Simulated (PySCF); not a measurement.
**C₅H₁₂OSi₂ (SMILES CC#C[SiH2][SiH2]OCC): density, localisation and related maps**

```xyz
20

C     4.8493    1.0428   -0.4067
C     3.6059    0.3318   -0.6152
C     2.5685   -0.2584   -0.7847
Si    0.9694   -1.1450   -1.0370
Si   -0.5568   -0.1474    0.3538
O    -1.9230   -0.8738   -0.1443
C    -3.2105   -0.7839    0.3861
C    -3.8148    0.6026    0.2261
H     5.5054    0.9083   -1.2665
H     5.3515    0.6622    0.4827
H     4.6541    2.1072   -0.2741
H     0.6791   -1.0572   -2.4790
H     1.2477   -2.5663   -0.7602
H    -0.3836   -0.3763    1.8008
H    -0.6618    1.3195    0.2460
H    -3.8199   -1.5230   -0.1460
H    -3.1849   -1.0566    1.4487
H    -3.2394    1.3275    0.7965
H    -4.8417    0.6033    0.5818
H    -3.7996    0.8934   -0.8215
```

Geometry: GFN2-xTB.

Level of theory: PySCF, PBE0/pcSseg-1, SCF density, gas phase, non-relativistic.

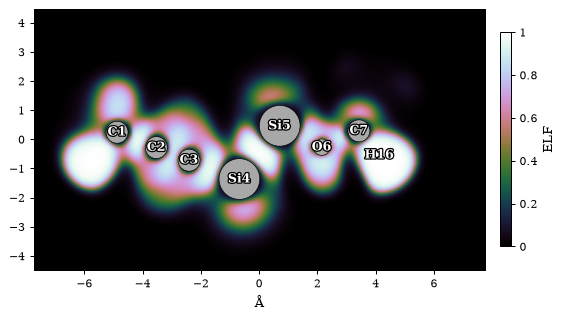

Figure 1. Electron localisation function on the plane of atoms O6, C7 and H16. Grey discs cover the atomic cores.

### What do the fields say about this system?

The plane passes through C, Si, O and H nuclei.
C–C (1.21 Å): the ELF peaks at about 0.85 between the atoms: a multiple bond.
C–O (1.40 Å): the ELF peaks at about 0.90 between the atoms (a shared but strongly polarised pair).
Si–O (1.63 Å): the ELF peaks at about 0.85 between the atoms; a short, strongly polar bond.
C–Si (1.85 Å): the ELF peaks at about 0.95 between the atoms: localised, covalent bonding.
Si–Si (2.29 Å): the ELF peaks at about 1 between the atoms: a covalent bond.
The ELF also peaks beside O6, away from the bonds: lone-pair regions.

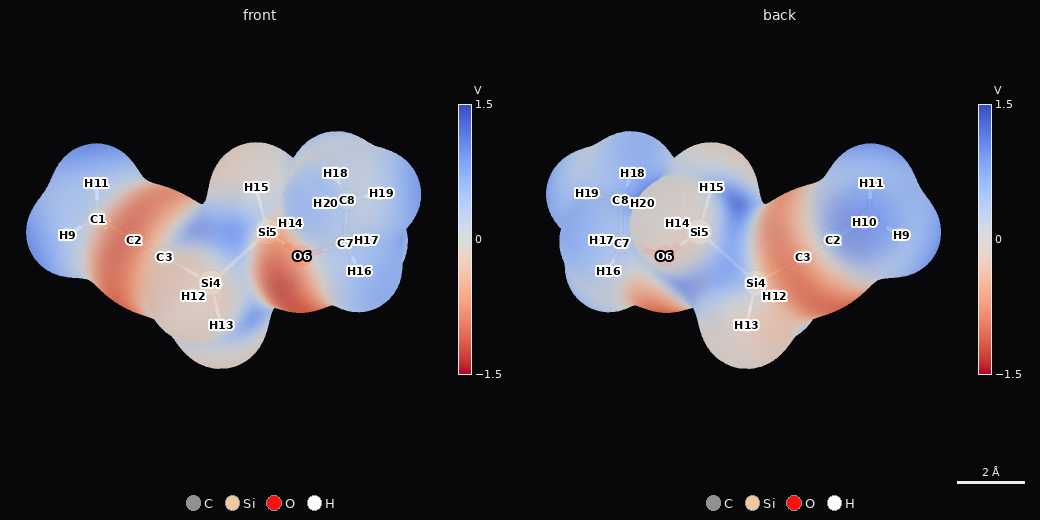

Figure 2. The electrostatic potential painted on the density surface at 0.002 e/bohr³, seen from the front and from behind; the colour scale runs from red (negative) to blue (positive).

### Where is the surface potential most negative and most positive?

The most negative region (about −1.1 V) lies over O6, the most positive (about +1.0 V) over Si5. O6 is the likeliest acceptor of a hydrogen bond.
